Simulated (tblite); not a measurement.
Geometry relaxation of C2H7NOSi (part 1 of 3)

The run: geometry relaxation of C2H7NOSi, SMILES CC(=O)[SiH2]N. Method and program: GFN2-xTB geometry optimisation, gas phase (tblite 0.8.0).

It belongs to a series of runs on one base structure; here: H on Si replaced by COCH3.

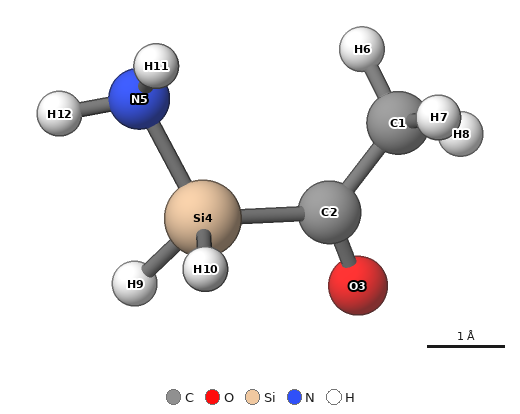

Fig. 1: The structure as given in the input (ball-and-stick view, seen at a tilt; atoms are numbered from 1 in the order of the input). Bond lengths as drawn: C–C 1.47 Å, C–H 1.11 to 1.13 Å, C–O 1.23 Å, C–Si 1.84 Å, H–N 1.05 to 1.06 Å, H–Si 1.46 to 1.50 Å and N–Si 1.77 Å.

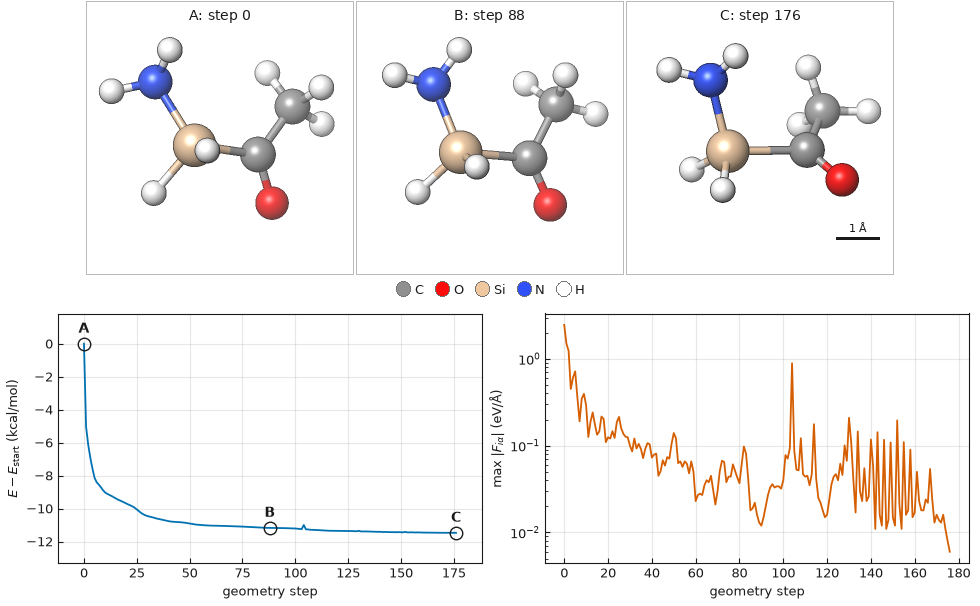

Fig. 2: Frames of the relaxation (ball-and-stick view, seen at a tilt) above the curves, on which the letters mark them (steps are counted from 0).

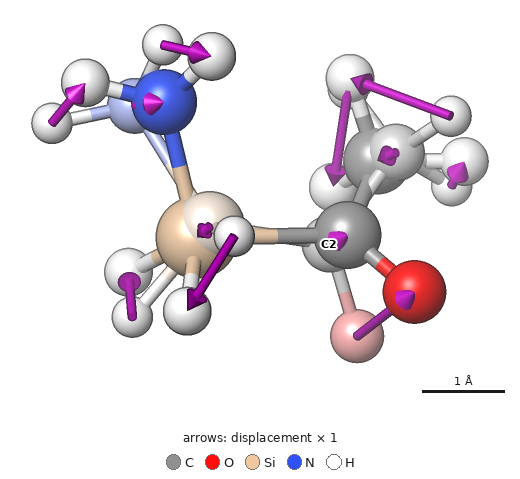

Fig. 3: Start (faint) and end (solid) with the displacements as pink arrows, at true length (ball-and-stick view, seen at a tilt). The two geometries are laid on each other by the best rigid fit. The largest moves after the best rigid fit, 1.54 Å, are those of O3 and H7. By element the largest moves are H 1.54 Å, O 1.54 Å, N 0.56 Å, C 0.45 Å, Si 0.26 Å. Among the contacts that change: C2–Si4 1.839 → 1.923 Å, N5–H12 1.059 → 1.008 Å, Si4–N5 1.770 → 1.725 Å, C1–H7 1.131 → 1.087 Å. Among the angles that change: Si4–N5–H12 107.2° → 118.2°, Si4–N5–H11 108.1° → 119.1°, C2–Si4–N5 114.1° → 104.5°. Over 176 geometry steps the energy falls by 11.5 kcal/mol. The largest force component goes from 2.5 to 0.006 eV/Å. (Atoms are counted from 1 in the order of the input.)

The input that produced these results follows, with the program's output.

**The input**
```
{"job": {"kind": "relax", "xc": "GFN2-xTB", "basis": "xTB"}, "charge": 0, "multiplicity": 1}
C     -1.735600     0.382100     0.408000
C     -0.813400    -0.753400     0.234800
O     -1.246500    -1.876400     0.465800
Si     0.946200    -0.572300    -0.267000
N      1.712300     0.916200     0.308900
H     -1.356000     1.180700     1.071600
H     -2.092400     0.800900    -0.580000
H     -2.649700     0.000000     0.916500
H      1.723600    -1.675400     0.379500
H      1.153400    -0.741500    -1.701000
H      1.625200     1.642100    -0.447300
H      2.734100     0.696400     0.478400
```

The first line tells a small driver script what to run in tblite; the rest is the geometry in Å.

Run as:
```bash
OMP_NUM_THREADS=1 python <driver script> task.json out
```

**What the program printed**
```
step      E/eV     max force
  0    -449.99522    2.485
  1    -450.21335    1.558
  2    -450.26061    1.389
  3    -450.29516    0.467
  4    -450.32312    0.623
  5    -450.34768    0.744
  6    -450.35962    0.370
  7    -450.36584    0.222
  8    -450.37264    0.358
  9    -450.38046    0.410
 10    -450.38657    0.297
 11    -450.39012    0.146
 12    -450.39280    0.200
 13    -450.39563    0.243
 14    -450.39879    0.182
 15    -450.40217    0.171
 16    -450.40512    0.174
 17    -450.40750    0.221
 18    -450.40999    0.206
 19    -450.41282    0.153
 20    -450.41554    0.149
 21    -450.41806    0.138
 22    -450.42059    0.148
 23    -450.42330    0.161
 24    -450.42676    0.193
 25    -450.43124    0.222
 26    -450.43609    0.194
 27    -450.44028    0.181
 28    -450.44364    0.151
 29    -450.44655    0.139
 30    -450.44860    0.107
 31    -450.44989    0.099
 32    -450.45115    0.132
 33    -450.45274    0.100
 34    -450.45455    0.108
 35    -450.45569    0.105
 36    -450.45704    0.080
 37    -450.45834    0.142
 38    -450.45963    0.138
 39    -450.46087    0.118
 40    -450.46194    0.093
 41    -450.46294    0.097
 42    -450.46356    0.094
 43    -450.46396    0.056
 44    -450.46424    0.057
 45    -450.46458    0.077
 46    -450.46503    0.072
 47    -450.46562    0.081
 48    -450.46634    0.073
 49    -450.46732    0.108
 50    -450.46833    0.143
 51    -450.46939    0.129
 52    -450.47017    0.083
 53    -450.47099    0.089
 54    -450.47151    0.082
 55    -450.47212    0.069
 56    -450.47249    0.062
 57    -450.47285    0.054
 58    -450.47321    0.071
 59    -450.47356    0.053
 60    -450.47375    0.029
 61    -450.47384    0.029
 62    -450.47392    0.030
 63    -450.47402    0.030
 64    -450.47416    0.035
 65    -450.47430    0.040
 66    -450.47450    0.040
 67    -450.47468    0.046
 68    -450.47482    0.032
 69    -450.47491    0.028
 70    -450.47501    0.034
 71    -450.47520    0.052
 72    -450.47548    0.073
 73    -450.47581    0.069
 74    -450.47609    0.051
 75    -450.47634    0.051
 76    -450.47665    0.050
 77    -450.47705    0.068
 78    -450.47741    0.061
 79    -450.47763    0.051
 80    -450.47781    0.044
 81    -450.47807    0.063
 82    -450.47845    0.105
 83    -450.47888    0.087
 84    -450.47934    0.046
 85    -450.47952    0.020
 86    -450.47956    0.026
 87    -450.47962    0.030
 88    -450.47966    0.023
 89    -450.47969    0.015
 90    -450.47971    0.013
 91    -450.47974    0.019
 92    -450.47980    0.030
 93    -450.47992    0.037
 94    -450.48012    0.045
 95    -450.48037    0.047
 96    -450.48054    0.038
 97    -450.48066    0.040
 98    -450.48080    0.039
 99    -450.48100    0.038
100    -450.48130    0.054
101    -450.48180    0.092
102    -450.48222    0.076
103    -450.48298    0.107
104    -450.47213    1.004
105    -450.48353    0.102
106    -450.48380    0.056
107    -450.48457    0.058
108    -450.48474    0.146
109    -450.48507    0.058
110    -450.48531    0.052
111    -450.48567    0.054
112    -450.48629    0.043
113    -450.48665    0.054
114    -450.48667    0.206
115    -450.48715    0.050
116    -450.48729    0.032
117    -450.48741    0.028
118    -450.48747    0.020
119    -450.48751    0.016
120    -450.48755    0.017
121    -450.48759    0.025
122    -450.48765    0.039
123    -450.48770    0.048
124    -450.48776    0.052
125    -450.48784    0.046
126    -450.48792    0.072
127    -450.48809    0.061
128    -450.48834    0.123
129    -450.48866    0.076
130    -450.48736    0.261
131    -450.48903    0.135
132    -450.48902    0.051
133    -450.48924    0.020
134    -450.48913    0.187
135    -450.48940    0.037
136    -450.48948    0.027
137    -450.48970    0.070
138    -450.48991    0.030
139    -450.49011    0.028
140    -450.48993    0.163
141    -450.49048    0.075
142    -450.49066    0.013
143    -450.49034    0.193
144    -450.49080    0.022
145    -450.49088    0.015
146    -450.49069    0.160
147    -450.49102    0.014
148    -450.49109    0.019
149    -450.49080    0.157
150    -450.49127    0.015
151    -450.49137    0.014
152    -450.49017    0.308
153    -450.49152    0.026
154    -450.49160    0.013
155    -450.49123    0.167
156    -450.49175    0.017
157    -450.49182    0.019
158    -450.49159    0.143
159    -450.49191    0.018
160    -450.49196    0.020
161    -450.49200    0.055
162    -450.49207    0.026
163    -450.49211    0.021
164    -450.49226    0.021
165    -450.49233    0.031
166    -450.49242    0.026
167    -450.49244    0.060
168    -450.49258    0.030
169    -450.49264    0.017
170    -450.49266    0.019
171    -450.49268    0.017
172    -450.49269    0.016
173    -450.49270    0.019
174    -450.49271    0.012
175    -450.49272    0.010
176    -450.49273    0.007
```

**Trajectory as extended XYZ (Å, eV, eV/Å), 40 of the 177 frames kept, from step=0 to step=176**
```
12
Properties=species:S:1:pos:R:3:forces:R:3 step=0 energy=-449.99522
C    -1.7356    0.3821    0.4080   -1.7480   1.1550   0.1690
C    -0.8134   -0.7534    0.2348   -1.5450  -1.1020   0.5920
O    -1.2465   -1.8764    0.4658    0.5290   0.3570  -0.2720
Si    0.9462   -0.5723   -0.2670    2.4730  -0.0820   0.2260
N     1.7123    0.9162    0.3089    0.7870  -0.2930  -1.2000
H    -1.3560    1.1807    1.0716    0.1750  -0.2910  -0.7090
H    -2.0924    0.8009   -0.5800    0.7040  -0.2790   0.9910
H    -2.6497    0.0000    0.9165    0.3680   0.1520  -0.3480
H     1.7236   -1.6754    0.3795   -0.3750   0.3450  -0.1480
H     1.1534   -0.7415   -1.7010   -0.2320  -0.0340  -0.2670
H     1.6252    1.6421   -0.4473    0.4190  -0.7100   1.2770
H     2.7341    0.6964    0.4784   -1.5580   0.7820  -0.3130
12
Properties=species:S:1:pos:R:3:forces:R:3 step=5 energy=-450.34768
C    -1.7864    0.3912    0.4302   -0.0750   0.0650  -0.0260
C    -0.8389   -0.7655    0.2544    0.1800   0.5120  -0.0930
O    -1.2284   -1.8883    0.4498   -0.1770  -0.7200   0.0600
Si    1.0048   -0.6051   -0.2730   -0.0260  -0.0410  -0.0790
N     1.7207    0.8766    0.2564    0.2990   0.1470  -0.1190
H    -1.3319    1.1814    1.0236    0.0360  -0.0450  -0.0260
H    -2.0515    0.8063   -0.5459    0.1010  -0.0760   0.1080
H    -2.6893    0.0130    0.9162    0.0410   0.1950  -0.0580
H     1.7187   -1.6812    0.3928    0.0180  -0.0990   0.0850
H     1.1273   -0.7489   -1.7255   -0.1580  -0.1090  -0.1260
H     1.6530    1.6533   -0.3894   -0.1050   0.0270   0.1790
H     2.7033    0.7664    0.4785   -0.1350   0.1440   0.0960
12
Properties=species:S:1:pos:R:3:forces:R:3 step=9 energy=-450.38046
C    -1.7862    0.3871    0.4370    0.1670  -0.0520  -0.0250
C    -0.8403   -0.7749    0.2579   -0.0480  -0.3900   0.0310
O    -1.2221   -1.9182    0.4368    0.0750   0.3960  -0.0730
Si    1.0118   -0.6184   -0.2865    0.0450   0.0230   0.0130
N     1.7417    0.8680    0.2251   -0.1090  -0.0750   0.0030
H    -1.3148    1.1779    1.0120    0.0640  -0.0220   0.0980
H    -2.0264    0.8008   -0.5376    0.0140  -0.0110  -0.1590
H    -2.7061    0.0527    0.9127    0.0220   0.0320   0.0310
H     1.7183   -1.6976    0.4109   -0.0750   0.1230  -0.0810
H     1.0841   -0.7748   -1.7525   -0.1100  -0.0780   0.1010
H     1.6355    1.6847   -0.3547   -0.1160   0.0610   0.0000
H     2.7058    0.8119    0.5070    0.0730  -0.0070   0.0620
12
Properties=species:S:1:pos:R:3:forces:R:3 step=14 energy=-450.39879
C    -1.7588    0.3859    0.4291   -0.0340   0.0560   0.0100
C    -0.8295   -0.7903    0.2560   -0.0460   0.1730  -0.0110
O    -1.2286   -1.9206    0.4233   -0.0430  -0.1760   0.0110
Si    1.0127   -0.6161   -0.2930   -0.0750   0.0200   0.0420
N     1.7424    0.8629    0.2126   -0.0180   0.0930   0.0690
H    -1.2824    1.1628    1.0223    0.0680   0.0050  -0.0810
H    -1.9949    0.7881   -0.5581    0.1010   0.0110   0.0830
H    -2.6903    0.0815    0.9102    0.0870  -0.0360  -0.0560
H     1.7083   -1.6820    0.4039    0.1100  -0.0850   0.0550
H     1.0291   -0.8133   -1.7443   -0.0230  -0.0320  -0.0990
H     1.5930    1.7040   -0.3232   -0.0400  -0.0180   0.0400
H     2.7001    0.8362    0.5294   -0.0870  -0.0090  -0.0620
12
Properties=species:S:1:pos:R:3:forces:R:3 step=18 energy=-450.40999
C    -1.7369    0.3918    0.4274    0.0770  -0.0380   0.0030
C    -0.8316   -0.7934    0.2567    0.0370  -0.2030  -0.0030
O    -1.2383   -1.9269    0.4092   -0.0220   0.0740   0.0040
Si    1.0021   -0.6190   -0.2909    0.1090  -0.0620  -0.0200
N     1.7176    0.8678    0.2224   -0.1080  -0.0340   0.0350
H    -1.2320    1.1557    1.0100   -0.0090   0.0600   0.0200
H    -1.9424    0.7885   -0.5644   -0.0290   0.0810  -0.0130
H    -2.6674    0.0894    0.9008   -0.0580   0.0720   0.0060
H     1.7243   -1.6782    0.4042    0.0340   0.0220  -0.0120
H     0.9791   -0.8500   -1.7462    0.0460   0.0390   0.0430
H     1.5495    1.7185   -0.2883   -0.0900   0.0360  -0.0280
H     2.6772    0.8550    0.5272    0.0140  -0.0480  -0.0350
12
Properties=species:S:1:pos:R:3:forces:R:3 step=23 energy=-450.42330
C    -1.6960    0.3946    0.4215   -0.0510   0.0520  -0.0050
C    -0.8208   -0.8215    0.2551   -0.1060   0.1210   0.0110
O    -1.2679   -1.9376    0.4031    0.0180  -0.0340   0.0100
Si    1.0123   -0.6388   -0.2888   -0.1230  -0.0070   0.0480
N     1.6601    0.8710    0.2498    0.0570  -0.0230  -0.0600
H    -1.1849    1.1590    1.0026    0.0160  -0.0800   0.0310
H    -1.8954    0.8135   -0.5655    0.0300  -0.0490   0.0070
H    -2.6436    0.1217    0.8870    0.0600   0.0610  -0.0130
H     1.7670   -1.6715    0.4011    0.0790  -0.0490   0.0190
H     0.9612   -0.8680   -1.7366    0.1130   0.0230  -0.0820
H     1.4708    1.7232   -0.2582   -0.0780  -0.0870   0.0460
H     2.6383    0.8537    0.4969   -0.0160   0.0720  -0.0130
12
Properties=species:S:1:pos:R:3:forces:R:3 step=27 energy=-450.44028
C    -1.6458    0.4089    0.4123   -0.0180   0.0240   0.0540
C    -0.8291   -0.8471    0.2586   -0.0410  -0.0760  -0.0710
O    -1.3085   -1.9523    0.3935   -0.0520   0.1050   0.0550
Si    1.0043   -0.6867   -0.2818    0.0910   0.0230  -0.0250
N     1.5929    0.8444    0.2543    0.0410   0.0090   0.0500
H    -1.1004    1.1326    1.0081    0.0990   0.0420   0.0280
H    -1.8091    0.8364   -0.5746    0.0530   0.0000  -0.0580
H    -2.6091    0.2143    0.8697   -0.1360  -0.1110   0.0440
H     1.8480   -1.6672    0.3969   -0.0980   0.0060  -0.0400
H     0.9711   -0.8895   -1.7387    0.0790  -0.0290  -0.0070
H     1.3096    1.7062   -0.1826   -0.1370  -0.0150  -0.0390
H     2.5772    0.8993    0.4525    0.1180   0.0240   0.0080
12
Properties=species:S:1:pos:R:3:forces:R:3 step=32 energy=-450.45115
C    -1.6377    0.4179    0.4164    0.0380  -0.0150  -0.0160
C    -0.8367   -0.8506    0.2497   -0.0290   0.0030   0.0390
O    -1.3379   -1.9418    0.4068    0.0470   0.0110  -0.0110
Si    1.0100   -0.6966   -0.2853   -0.0450   0.0070   0.0310
N     1.5806    0.8362    0.2665   -0.0020   0.0440  -0.0190
H    -1.0670    1.1251    1.0145   -0.0640  -0.0150   0.0020
H    -1.7774    0.8460   -0.5767   -0.0180   0.0280   0.0470
H    -2.6121    0.2243    0.8681    0.1210   0.0050  -0.0520
H     1.8572   -1.6708    0.3883   -0.0630  -0.0580   0.0220
H     1.0160   -0.8928   -1.7405    0.0270  -0.0340  -0.0590
H     1.2335    1.6802   -0.1656    0.0280  -0.0420   0.0630
H     2.5728    0.9221    0.4260   -0.0410   0.0650  -0.0470
```
